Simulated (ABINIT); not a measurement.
# GaCuSe2 (I-42d): G0W0 with ABINIT, start to end, part 2 of 3

Aim: the G0W0 gap of GaCuSe2 (I-42d) on PBE, step by step.

ABINIT 10.8.3; PBE and many-body steps on it, plane waves. Known limits of the many-body steps: not at the basis limit; screening runs away on this mesh; d shell near the gap, gap tends to lie low; no spin-orbit coupling; coarse k mesh.

So far. Step 2 (Ground state): The gap is direct, at Γ.

In doubt: a PseudoDojo file used here is known to give poor structures and forces, which bears on pressures, cells, forces and phonons.

## (3) Bands along the symmetry lines

Level of this step: DFT, PBE, plane waves, norm-conserving pseudopotentials (ABINIT).

The cheap functional maps the bands first; the places of the edges decide which points the dearer methods must see.

File run.abi:

```
acell 3*1.0 Angstrom
rprim 
  -2.809550000000 2.809550000000 5.513000000000
  2.809550000000 -2.809550000000 5.513000000000
  2.809550000000 2.809550000000 -5.513000000000
ntypat 3
znucl 31 29 34
natom 8
typat 1 1 2 2 3 3 3 3
xred 
  0.500000000000 0.500000000000 0.000000000000
  0.250000000000 0.750000000000 0.500000000000
  0.000000000000 0.000000000000 0.000000000000
  0.750000000000 0.250000000000 0.500000000000
  0.375000000000 0.375620000000 0.500620000000
  0.624380000000 0.125000000000 0.999380000000
  0.875000000000 0.874380000000 0.499380000000
  0.125620000000 0.625000000000 0.000620000000
pp_dirpath "pseudos"
pseudos "Ga.upf, Cu.upf, Se.upf"
ecut 50
iscf -2
irdden 1
kptopt 0
nkpt 31
kpt 
  0.00000000 0.00000000 0.00000000
  0.00000000 0.00000000 0.16666667
  0.00000000 0.00000000 0.33333333
  0.00000000 0.00000000 0.50000000
  0.08333333 0.08333333 0.41666667
  0.16666667 0.16666667 0.33333333
  0.25000000 0.25000000 0.25000000
  0.16666667 0.33333333 0.16666667
  0.08333333 0.41666667 0.08333333
  0.00000000 0.50000000 0.00000000
  0.00000000 0.33333333 0.00000000
  0.00000000 0.16666667 0.00000000
  0.00000000 0.00000000 0.00000000
  0.16666667 0.16666667 -0.16666667
  0.33333333 0.33333333 -0.33333333
  0.50000000 0.50000000 -0.50000000
  0.43830961 0.56169039 -0.43830961
  0.37661922 0.62338078 -0.37661922
  0.31492883 0.68507117 -0.31492883
  -0.31492883 0.31492883 0.31492883
  -0.20995255 0.20995255 0.20995255
  -0.10497628 0.10497628 0.10497628
  0.00000000 0.00000000 0.00000000
  -0.00000000 0.00000000 0.50000000
  -0.04328588 0.04328588 0.50000000
  -0.08657177 0.08657177 0.50000000
  -0.12985765 0.12985765 0.50000000
  0.50000000 0.50000000 -0.12985765
  0.50000000 0.50000000 -0.25323843
  0.50000000 0.50000000 -0.37661922
  0.50000000 0.50000000 -0.50000000
istwfk *1
nband 95
nbdbuf 2
tolwfr 1e-08
nstep 40
prtwf 0
prtvol 0
indata_prefix "in"
outdata_prefix "out"
tmpdata_prefix "tmp"
```

Run with:

```console
$ OMP_NUM_THREADS=1 mpirun -n 16 abinit run.abi > log
```

Numbers of over 12 decimals in the logs are rounded to 6 here.

Log:

```text
.Version 10.8.3 of ABINIT. v10.8.2 released Aug 2026.

 Symmetries : space group I-4 2 d (#122); Bravais tI (body-center tetrag.)
[... echo of the input left out ...]
== DATASET  1 ==================================================================
-   mpi_nproc: 16, omp_nthreads: 1 (-1 if OMP is not activated)

--- !DatasetInfo
iteration_state: {dtset: 1, }
dimensions: {natom: 8, nkpt: 31, mband: 95, nsppol: 1, nspinor: 1, nspden: 1, mpw: 19872, }
cutoff_energies: {ecut:  50.0, pawecutdg:  -1.0, }
electrons: {nelect:   1.76000000E+02, charge:   0.00000000E+00, occopt:   1.00000000E+00, tsmear:   1.00000000E-02, }

 Real(R)+Recip(G) space primitive vectors, cartesian coordinates (Bohr,Bohr^-1):
 R(1)= -5.3092800  5.3092800 10.4180601  G(1)=  0.0000000  0.0941747  0.0479936
 R(2)=  5.3092800 -5.3092800 10.4180601  G(2)=  0.0941747  0.0000000  0.0479936
 R(3)=  5.3092800  5.3092800-10.4180601  G(3)=  0.0941747  0.0941747  0.0000000
 Unit cell volume ucvol=  1.1746761E+03 bohr^3
 Angles (23,13,12)=  1.31158269E+02  1.31158269E+02  7.15617425E+01 degrees

 getcut: wavevector=  0.0000  0.0000  0.0000  ngfft=  90  90  90
         ecut(hartree)=     50.000   => boxcut(ratio)=   2.20209

 getcut : COMMENT -
  Note that boxcut > 2.2 ; recall that boxcut=Gcut(box)/Gcut(sphere) = 2
  is sufficient for exact treatment of convolution.
  Such a large boxcut is a waste : you could raise ecut
  e.g. ecut=   60.615049 Hartrees makes boxcut=2

--- Pseudopotential description ------------------------------------------------
- Ga Generated using ONCVPSP code by D. R. Hamann
- 31.00000  21.00000  171031                  znucl, zion, pspdat
12 -101130 2 -1 1902                          pspcod,pspxc,lmax,lloc,mmax
     nproj     2     2     2
  pspatm : epsatm=   21.85474337
         --- l  ekb(1:nproj) -->
             0    4.962806   -1.220223
             1   -5.679278   -1.350476
             2  -10.596651   -3.839775
 pspatm: atomic psp has been read  and splines computed

- Cu Generated using ONCVPSP code by D. R. Hamann
- 29.00000  19.00000  171031                  znucl, zion, pspdat
12 -101130 2 -1 1492                          pspcod,pspxc,lmax,lloc,mmax
     nproj     2     2     2
  pspatm : epsatm=   20.49795018
         --- l  ekb(1:nproj) -->
[...]
pspatm: atomic psp has been read  and splines computed

- Se Generated using ONCVPSP code by D. R. Hamann
- 34.00000  24.00000  171031                  znucl, zion, pspdat
12 -101130 2 -1 1214                          pspcod,pspxc,lmax,lloc,mmax
     nproj     2     2     2
  pspatm : epsatm=   25.39064422
         --- l  ekb(1:nproj) -->
[...]
pspatm: atomic psp has been read  and splines computed

--------------------------------------------------------------------------------

================================================================================
[...]
2.8518E-01  2.8518E-01  3.2150E-01  3.2150E-01  3.5194E-01

--- !ResultsGS
iteration_state: {dtset: 1, }
comment   : Summary of ground state results
lattice_vectors:
- [ -5.3092800,   5.3092800,  10.4180601, ]
- [  5.3092800,  -5.3092800,  10.4180601, ]
- [  5.3092800,   5.3092800, -10.4180601, ]
lattice_lengths: [  12.84184,   12.84184,   12.84184, ]
lattice_angles: [131.158, 131.158,  71.562, ] # degrees, (23, 13, 12)
lattice_volume:   1.1746761E+03
convergence: {deltae:  0.000E+00, res2:  0.000E+00, residm:  9.980E-09, diffor:  0.000E+00, }
etotal    :  -2.23643358E+03
entropy   :   0.00000000E+00
fermie    :   2.13258994E-01
cartesian_stress_tensor: null
pressure_GPa: null
xred      :
- [  5.0000E-01,   5.0000E-01,  -1.5425E-17, Ga]
- [  2.5000E-01,   7.5000E-01,   5.0000E-01, Ga]
- [  0.0000E+00,   0.0000E+00,   0.0000E+00, Cu]
- [  7.5000E-01,   2.5000E-01,   5.0000E-01, Cu]
- [  3.7500E-01,   3.7562E-01,   5.0062E-01, Se]
- [  6.2438E-01,   1.2500E-01,   9.9938E-01, Se]
- [  8.7500E-01,   8.7438E-01,   4.9938E-01, Se]
- [  1.2562E-01,   6.2500E-01,   6.2000E-04, Se]
cartesian_forces: null
force_length_stats: {min: null, max: null, mean: null, }

 Integrated electronic density in atomic spheres:
 ------------------------------------------------
 Atom  Sphere_radius  Integrated_density
[...]
================================================================================

 ----iterations are completed or convergence reached----

 Mean square residual over all n,k,spin=   49.630E-10; max=  99.803E-10
 reduced coordinates (array xred) for    8 atoms
[...]
0.875000000000      0.874380000000      0.499380000000
       0.125620000000      0.625000000000      0.000620000000

 cartesian coordinates (angstrom) at end:
    1     -0.000000    -0.000000     5.513000
    2      2.809550     0.000000     2.756500
    3      0.000000     0.000000     0.000000
[...]
7      1.401291     1.404775     6.891250
    8      1.404775    -1.401291     4.134750
 length scales=  1.889726125908  1.889726125908  1.889726125908 bohr
              =  1.000000000000  1.000000000000  1.000000000000 angstroms
 prteigrs : about to open file out_EIG
 Eigenvalues (hartree) for nkpt=  31  k points:
 kpt#   1, nband= 95, wtk=  1.00000, kpt=  0.0000  0.0000  0.0000 (reduced coord)
[...]
kpt#   2, nband= 95, wtk=  1.00000, kpt=  0.0000  0.0000  0.1667 (reduced coord)
[...]
kpt#   3, nband= 95, wtk=  1.00000, kpt=  0.0000  0.0000  0.3333 (reduced coord)
[...]
kpt#  30, nband= 95, wtk=  1.00000, kpt=  0.5000  0.5000 -0.3766 (reduced coord)
[...]
0.28497    0.28497    0.29745    0.29745    0.33185    0.33185    0.36474
 kpt#  31, nband= 95, wtk=  1.00000, kpt=  0.5000  0.5000 -0.5000 (reduced coord)
[...]
0.07594    0.07594    0.08391    0.08391    0.09292    0.09292    0.13478    0.13478
   0.14375    0.14375    0.16780    0.16780    0.16825    0.16825    0.17993    0.17993
   0.28208    0.28208    0.28518    0.28518    0.32150    0.32150    0.35194

== END DATASET(S) ==============================================================
================================================================================

 -outvars: echo values of variables after computation  --------
            nband          95
             nkpt          31
          spgroup         122
 [... the other variables as echoed above ...]

 Calculation completed.
```

Run time: 4.2 min. Hardware: 16 MPI ranks of Arm Neoverse V1, shared host; peak memory 3.4 GiB; 67 min of CPU time.

Numbers from this step:

```
gap                        : 0.2242 eV
k of the valence top       : 0, 0, 0
k of the conduction bottom : 0, 0, 0
least direct gap           : 0.2242 eV
```

The gap is 0.224 eV, as in the run before at this level.

Electronic bands along the path, in eV, zero at the top of the highest filled band:

```tsv
point	band 85	band 86	band 87	band 88	band 89	band 90	band 91	band 92
Γ	-1.53	-0.13	-0.13	0.00	0.22	1.90	2.27	3.98
X	-0.82	-0.82	-0.50	-0.50	1.18	1.18	3.31	3.31
P	-0.85	-0.85	-0.68	-0.68	1.62	1.62	3.04	3.04
N	-1.34	-1.21	-1.09	-0.55	2.19	2.58	3.23	4.13
Γ	-1.53	-0.13	-0.13	0.00	0.22	1.90	2.27	3.98
M	-1.22	-1.22	-0.91	-0.91	1.87	1.87	1.96	1.96
S	-1.41	-1.19	-0.74	-0.56	1.97	2.41	2.51	3.45
jump to S0	-1.41	-1.19	-0.74	-0.56	1.97	2.41	2.51	3.45
Γ	-1.53	-0.13	-0.13	0.00	0.22	1.90	2.27	3.98
jump to X	-0.82	-0.82	-0.50	-0.50	1.18	1.18	3.31	3.31
R	-0.85	-0.85	-0.69	-0.69	1.46	1.46	3.83	3.83
jump to G	-0.85	-0.85	-0.69	-0.69	1.46	1.46	3.83	3.83
M	-1.22	-1.22	-0.91	-0.91	1.87	1.87	1.96	1.96
```

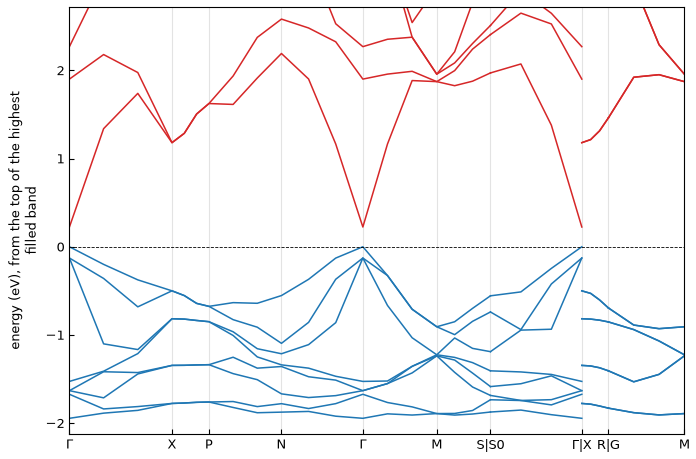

Electronic bands along the path; lines of filled and empty bands in two colours.

## (4) Empty states on the mesh, 2×2×2 mesh, 223 bands

The sums over transitions need many empty states on a uniform mesh; this step solves for them.

File run.abi:

```
acell 3*1.0 Angstrom
rprim 
  -2.809550000000 2.809550000000 5.513000000000
  2.809550000000 -2.809550000000 5.513000000000
  2.809550000000 2.809550000000 -5.513000000000
ntypat 3
znucl 31 29 34
natom 8
typat 1 1 2 2 3 3 3 3
xred 
  0.500000000000 0.500000000000 0.000000000000
  0.250000000000 0.750000000000 0.500000000000
  0.000000000000 0.000000000000 0.000000000000
  0.750000000000 0.250000000000 0.500000000000
  0.375000000000 0.375620000000 0.500620000000
  0.624380000000 0.125000000000 0.999380000000
  0.875000000000 0.874380000000 0.499380000000
  0.125620000000 0.625000000000 0.000620000000
pp_dirpath "pseudos"
pseudos "Ga.upf, Cu.upf, Se.upf"
ecut 50
ngkpt 2 2 2
nshiftk 1
shiftk 0 0 0
kptopt 1
chksymbreak 0
iscf -2
irdden 1
istwfk *1
nband 223
nbdbuf 20
tolwfr 1e-09
nstep 60
prtvol 0
indata_prefix "in"
outdata_prefix "out"
tmpdata_prefix "tmp"
```

Run with:

```console
$ OMP_NUM_THREADS=4 mpirun -n 4 abinit run.abi > log
```

Log:

```text
.Version 10.8.3 of ABINIT. v10.8.2 released Aug 2026.

 Symmetries : space group I-4 2 d (#122); Bravais tI (body-center tetrag.)
[... echo of the input left out ...]
== DATASET  1 ==================================================================
-   mpi_nproc: 4, omp_nthreads: 4 (-1 if OMP is not activated)

--- !DatasetInfo
iteration_state: {dtset: 1, }
dimensions: {natom: 8, nkpt: 4, mband: 223, nsppol: 1, nspinor: 1, nspden: 1, mpw: 19844, }
cutoff_energies: {ecut:  50.0, pawecutdg:  -1.0, }
electrons: {nelect:   1.76000000E+02, charge:   0.00000000E+00, occopt:   1.00000000E+00, tsmear:   1.00000000E-02, }

 Real(R)+Recip(G) space primitive vectors, cartesian coordinates (Bohr,Bohr^-1):
 R(1)= -5.3092800  5.3092800 10.4180601  G(1)=  0.0000000  0.0941747  0.0479936
 R(2)=  5.3092800 -5.3092800 10.4180601  G(2)=  0.0941747  0.0000000  0.0479936
 R(3)=  5.3092800  5.3092800-10.4180601  G(3)=  0.0941747  0.0941747  0.0000000
 Unit cell volume ucvol=  1.1746761E+03 bohr^3
 Angles (23,13,12)=  1.31158269E+02  1.31158269E+02  7.15617425E+01 degrees

 getcut: wavevector=  0.0000  0.0000  0.0000  ngfft=  90  90  90
         ecut(hartree)=     50.000   => boxcut(ratio)=   2.20209

 getcut : COMMENT -
  Note that boxcut > 2.2 ; recall that boxcut=Gcut(box)/Gcut(sphere) = 2
  is sufficient for exact treatment of convolution.
  Such a large boxcut is a waste : you could raise ecut
  e.g. ecut=   60.615049 Hartrees makes boxcut=2

--- Pseudopotential description ------------------------------------------------
- Ga Generated using ONCVPSP code by D. R. Hamann
- 31.00000  21.00000  171031                  znucl, zion, pspdat
12 -101130 2 -1 1902                          pspcod,pspxc,lmax,lloc,mmax
     nproj     2     2     2
  pspatm : epsatm=   21.85474337
         --- l  ekb(1:nproj) -->
             0    4.962806   -1.220223
             1   -5.679278   -1.350476
             2  -10.596651   -3.839775
 pspatm: atomic psp has been read  and splines computed

- Cu Generated using ONCVPSP code by D. R. Hamann
- 29.00000  19.00000  171031                  znucl, zion, pspdat
12 -101130 2 -1 1492                          pspcod,pspxc,lmax,lloc,mmax
     nproj     2     2     2
  pspatm : epsatm=   20.49795018
         --- l  ekb(1:nproj) -->
[...]
pspatm: atomic psp has been read  and splines computed

- Se Generated using ONCVPSP code by D. R. Hamann
- 34.00000  24.00000  171031                  znucl, zion, pspdat
12 -101130 2 -1 1214                          pspcod,pspxc,lmax,lloc,mmax
     nproj     2     2     2
  pspatm : epsatm=   25.39064422
         --- l  ekb(1:nproj) -->
[...]
pspatm: atomic psp has been read  and splines computed

--------------------------------------------------------------------------------

================================================================================
[...]
1.21E-06  3.83E-07  2.46E-06  9.22E-06  4.93E-06  1.38E-05  1.30E-05
 -7.4455E+00 -7.4455E+00 -7.4455E+00 -7.4455E+00 -5.2231E+00 -5.2231E+00
 -5.2231E+00 -5.2231E+00 -5.2215E+00 -5.2215E+00 -5.2215E+00 -5.2215E+00
 -5.2192E+00 -5.2192E+00 -5.2192E+00 -5.2192E+00 -5.0916E+00 -5.0916E+00
[...]
1.7126E+00  1.7173E+00  1.7173E+00  1.7299E+00  1.7348E+00  1.7348E+00
  1.7369E+00  1.7371E+00  1.7371E+00  1.7629E+00  1.7691E+00  1.7746E+00
  1.7776E+00
 prteigrs : prtvol=0 or 1, do not print more k-points.

--- !ResultsGS
iteration_state: {dtset: 1, }
comment   : Summary of ground state results
lattice_vectors:
- [ -5.3092800,   5.3092800,  10.4180601, ]
- [  5.3092800,  -5.3092800,  10.4180601, ]
- [  5.3092800,   5.3092800, -10.4180601, ]
lattice_lengths: [  12.84184,   12.84184,   12.84184, ]
lattice_angles: [131.158, 131.158,  71.562, ] # degrees, (23, 13, 12)
lattice_volume:   1.1746761E+03
convergence: {deltae:  0.000E+00, res2:  0.000E+00, residm:  9.934E-10, diffor:  0.000E+00, }
etotal    :  -2.23643358E+03
entropy   :   0.00000000E+00
fermie    :   2.13258994E-01
cartesian_stress_tensor: null
pressure_GPa: null
xred      :
- [  5.0000E-01,   5.0000E-01,  -1.5425E-17, Ga]
- [  2.5000E-01,   7.5000E-01,   5.0000E-01, Ga]
- [  0.0000E+00,   0.0000E+00,   0.0000E+00, Cu]
- [  7.5000E-01,   2.5000E-01,   5.0000E-01, Cu]
- [  3.7500E-01,   3.7562E-01,   5.0062E-01, Se]
- [  6.2438E-01,   1.2500E-01,   9.9938E-01, Se]
- [  8.7500E-01,   8.7438E-01,   4.9938E-01, Se]
- [  1.2562E-01,   6.2500E-01,   6.2000E-04, Se]
cartesian_forces: null
force_length_stats: {min: null, max: null, mean: null, }

 Integrated electronic density in atomic spheres:
 ------------------------------------------------
 Atom  Sphere_radius  Integrated_density
[...]
================================================================================

 ----iterations are completed or convergence reached----

 Mean square residual over all n,k,spin=   49.432E-11; max=  99.337E-11
 reduced coordinates (array xred) for    8 atoms
[...]
0.875000000000      0.874380000000      0.499380000000
       0.125620000000      0.625000000000      0.000620000000

 cartesian coordinates (angstrom) at end:
    1     -0.000000    -0.000000     5.513000
    2      2.809550     0.000000     2.756500
    3      0.000000     0.000000     0.000000
[...]
7      1.401291     1.404775     6.891250
    8      1.404775    -1.401291     4.134750
 length scales=  1.889726125908  1.889726125908  1.889726125908 bohr
              =  1.000000000000  1.000000000000  1.000000000000 angstroms
 prteigrs : about to open file out_EIG
 Eigenvalues (hartree) for nkpt=   4  k points:
 kpt#   1, nband=223, wtk=  0.12500, kpt=  0.0000  0.0000  0.0000 (reduced coord)
[...]
1.66030    1.66613    1.66613    1.66671    1.68904    1.68904    1.68974    1.69009
   1.70567    1.71034    1.71259    1.71733    1.71733    1.72990    1.73483    1.73483
   1.73690    1.73711    1.73711    1.76285    1.76907    1.77461    1.77756
 prteigrs : prtvol=0 or 1, do not print more k-points.

== END DATASET(S) ==============================================================
================================================================================

 -outvars: echo values of variables after computation  --------
            nband         223
             nkpt           4
          spgroup         122
 [... the other variables as echoed above ...]

 Calculation completed.
```

Run time: 2.1 min. Hardware: 4 MPI ranks; peak memory 0.89 GiB; 20 min of CPU time.

Numbers from this step:

```yaml
gap: 0.2242 eV
k_of_the_valence_top: 0, 0, 0
k_of_the_conduction_bottom: 0, 0, 0
least_direct_gap: 0.2242 eV
k_points_computed: 4
lowest_point_of_the_top_converged_band_above_the_valence_top: 37.71 eV
```

On this mesh the gap is 0.224 eV.

## (5) Screening, 2×2×2 mesh, 203 bands, screening to 106.1 eV

The RPA dielectric matrix is built and inverted for each q.

This step: RPA screening on PBE, plane waves, norm-conserving pseudopotentials.

Changes to run.abi since step 4:

```diff
@@ -26,10 +26,11 @@
 chksymbreak 0
-iscf -2
-irdden 1
 istwfk *1
-nband 223
-nbdbuf 20
-tolwfr 1e-09
-nstep 60
-prtvol 0
+occopt 1
+irdwfk 1
+optdriver 3
+nband 203
+ecuteps 3.9
+inclvkb 2
+awtr 1
+symchi 1
 indata_prefix "in"
@@ -37 +38,2 @@
 tmpdata_prefix "tmp"
+gwmem 10
```

Run with:

```console
$ OMP_NUM_THREADS=2 mpirun -n 8 abinit run.abi > log
```

Log:

```text
.Version 10.8.3 of ABINIT. v10.8.2 released Aug 2026.

 Symmetries : space group I-4 2 d (#122); Bravais tI (body-center tetrag.)
[... echo of the input left out ...]
== DATASET  1 ==================================================================
-   mpi_nproc: 8, omp_nthreads: 2 (-1 if OMP is not activated)

--- !DatasetInfo
iteration_state: {dtset: 1, }
dimensions: {natom: 8, nkpt: 4, mband: 203, nsppol: 1, nspinor: 1, nspden: 1, mpw: 19844, }
cutoff_energies: {ecut:  50.0, pawecutdg:  -1.0, }
electrons: {nelect:   1.76000000E+02, charge:   0.00000000E+00, occopt:   1.00000000E+00, tsmear:   1.00000000E-02, }

 SCREENING: Calculation of the susceptibility and dielectric matrices

 Based on a program developped by R.W. Godby, V. Olevano, G. Onida, and L. Reining.
 Incorporated in ABINIT by V. Olevano, G.-M. Rignanese, and M. Torrent.
.Using double precision arithmetic ; gwpc =  8

[... cell and pseudopotentials left out ...]
--------------------------------------------------------------------------------

 ==== K-mesh for the wavefunctions ====
 Number of points in the irreducible wedge :     4
[... list of points left out ...]
 Together with  8 symmetry operations and time-reversal symmetry
 yields     8 points in the full Brillouin Zone.

 ==== Q-mesh for the screening function ====
 Number of points in the irreducible wedge :     4
[... list of points left out ...]
 Together with  8 symmetry operations and time-reversal symmetry
 yields     8 points in the full Brillouin Zone.

 setmesh: FFT mesh size selected  =   120x  120x  120
          total number of points  =      1728000

 vcoul_init : cutoff-mode = AUXILIARY_FUNCTION
 q-points for optical limit:   1
     1)      0.000010    0.000020    0.000030

- screening: taking advantage of time-reversal symmetry
- Maximum band index for partially occupied states nbvw = 88
- Remaining bands to be divided among processors   nbcw = 115
- Number of bands treated by each node ~14

 Number of electrons calculated from density =  176.0000; Expected =  176.0000
 average of density, n =  0.149829
 r_s =    1.1680
 omega_plasma =   37.3382 [eV]

 calculating chi0 at frequencies [eV] :
  1    0.000000E+00    0.000000E+00
  2    0.000000E+00    3.733816E+01

--------------------------------------------------------------------------------
  q-point number  1        q = ( 0.000000, 0.000000, 0.000000) [r.l.u.]
--------------------------------------------------------------------------------
[... chi0 elements left out ...]
 For q-point:  0.000010 0.000020 0.000030
  dielectric constant = 338.8399
  dielectric constant without local fields = 373.7704

  Average fulfillment of the sum rule on Im[epsilon] for q-point    1 :     21.61  [%]
[... wings left out ...]
  q-point number  2        q = ( 0.500000, 0.000000, 0.000000) [r.l.u.]
--------------------------------------------------------------------------------
[... chi0 elements left out ...]
  Average fulfillment of the sum rule on Im[epsilon] for q-point    2 :     23.31  [%]

 [... 2 further q-points ...]
```

It took 39 min on 8 MPI ranks; peak memory 5.2 GiB; 5.7 h of CPU time.

Numbers from this step:

```yaml
eps_infinity_with_local_fields_on_this_mesh_along_the_program_s_q_direction: 338.8
the_same_without_local_fields: 373.8
plasma_frequency: 37.34 eV
plane_waves_in_the_screening_matrix: 445
```

Local fields lower ε∞ by 9 %. The value itself is an artefact of the mesh, where one narrow direct gap carries too much weight.

(Part 2 of 3 ends here.)

[Paths, hosts, dates, memory and timing lines, banners, echoed tables and standing remarks are left out of the program output.]

[Logs are printed without paths, hosts, clocks, repeated set-up lines and the standing remarks that a program may print on its own settings, such as how far it seeks lower states.]

[Runs of the session that timed out or met a known fault of the program may be left out.]

[Hosts, paths, dates, database ids (printed as entryN), source tags and the programs' standing remarks are cut or masked in the printed files.]

[G0W0 gaps are taken among the corrected bands and points alone; a level outside them can change the order at an edge.]

[Where Ansatz stands beside ABINIT at settings called matched, ABINIT's density can come from a denser mesh and the files from another edition; pairs whose starting gaps differed by over 0.03 eV were left out, so agreement reads better than it is.]
